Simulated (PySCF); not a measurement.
**CH3AsOS, SMILES `[AsH3].O=C=S`: what the electrons do**

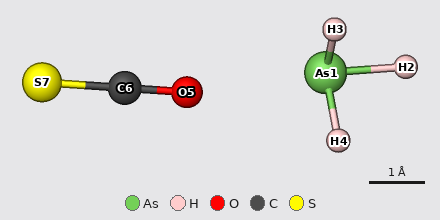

The molecule, with its atoms numbered as below. The pair's geometry is semi-empirical, so its contact may be too short or too long.

Coordinates in Å:

```
As1     -2.0016   -0.1082   -0.0255
H2      -3.4874    0.0274    0.1193
H3      -1.8288    0.5026    1.3256
H4      -1.9501    1.2542   -0.6313
O5       0.8110    0.3970    0.0070
C6       1.9428    0.1631    0.0024
S7       3.4485   -0.1480   -0.0027
```

Part 1: Bonding charge

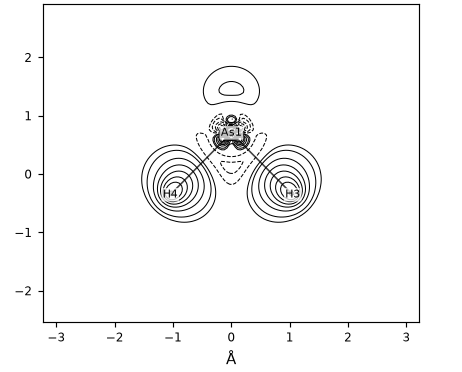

Deformation density (molecule less spherical, spin-averaged free atoms) in the plane of As1, H3 and H4; contours at ±0.05 to ±0.8 e/Å³; solid lines: gain, dashed lines: loss.

Computed with PySCF, CAM-B3LYP/6-311G**, geometry: GFN2-xTB.

Q: How much density has each bond in this plane gained at its critical point, relative to the free atoms?

A: As1–H4: +0.27 e/Å³ at the bond critical point (bond length 1.49 Å, Mayer order 1.0). As1–H3: +0.27 e/Å³ at the bond critical point (bond length 1.49 Å, Mayer order 1.0). In all, 1.5 electrons gather in the regions of gain relative to the promolecule.

Q: Where do the Hirshfeld charges lie?

A: The highest Hirshfeld charge is on C6 (+0.18 e), the lowest on O5 (−0.10 e).

Part 2: Electrostatic potential

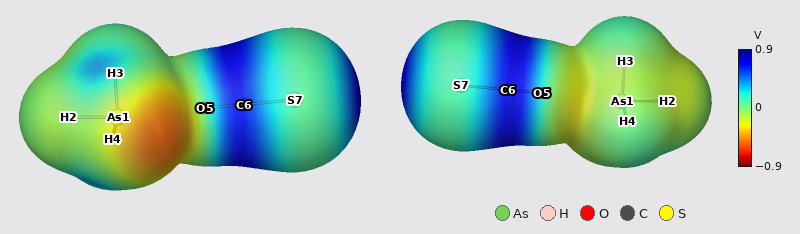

Electrostatic potential on the surface of electron density 0.001 a.u. (back view left, front view right).

Q: Where are the extremes of the potential on the surface?

A: Highest: 0.80 V, 2.0 Å from S7. Lowest: −0.61 V, 2.4 Å from As1. Further minima include −0.23 V, 1.8 Å from O5; −0.22 V, 1.8 Å from H2. The surface is sampled at points, so like sites can differ by a few per cent and only the strongest of them is named.

Q: What volume does the surface enclose, and what is the dipole moment?

A: About 123 Å³; the dipole moment is 1.1 D.

Part 3: Excited states

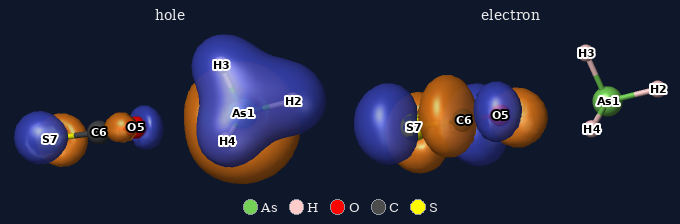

Leading natural transition orbital pair of S₂ (TDA singlet states); the surfaces enclose about 85 % of each orbital's density.

PySCF calculation, B3LYP/def2-SVP, gas phase; geometry: GFN2-xTB. Without diffuse functions Rydberg states are missing, so the states' numbers hold for this basis only.

Q: Give its energy, strength and character.

A: 5.80 eV (214 nm), f = 0.039, charge transfer, whose energy this functional puts too low; the leading pair carries 95 %; hole on As1 (68 %), S7 (8 %) and H2 (8 %), electron on C6 (41 %), S7 (33 %) and O5 (24 %); their centroids lie 3.6 Å apart; S₁ lies within 0.1 eV of it. In canonical orbitals it is mainly HOMO → LUMO (87 %). The HOMO–LUMO gap is 6.50 eV.

The PySCF runs shown took 38 s and 110 s on 1 thread of Intel(R) Xeon(R) Processor @ 2.50GHz (Skylake/Cascade Lake), with other jobs on the host.
